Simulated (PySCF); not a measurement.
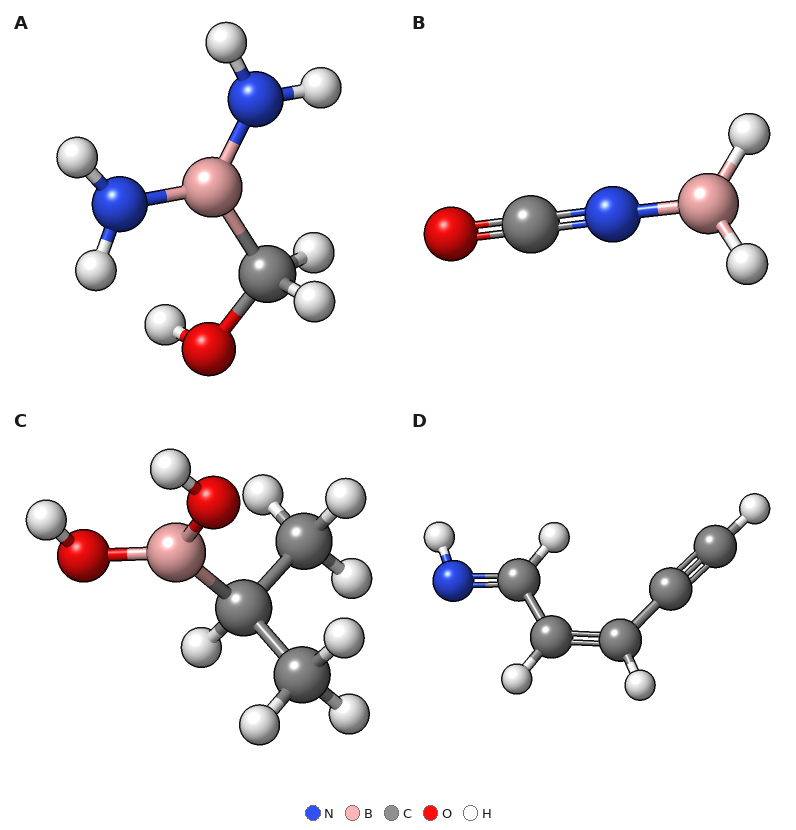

The picture comes from a calculation with PySCF.

Question: Which panel belongs to which SMILES?
(1) CC(C)B(O)O
(2) [H]/N=C/C=C\C#C
(3) BN=C=O
(4) NB(N)CO

Answer: A is (4), B is (3), C is (1), D is (2).
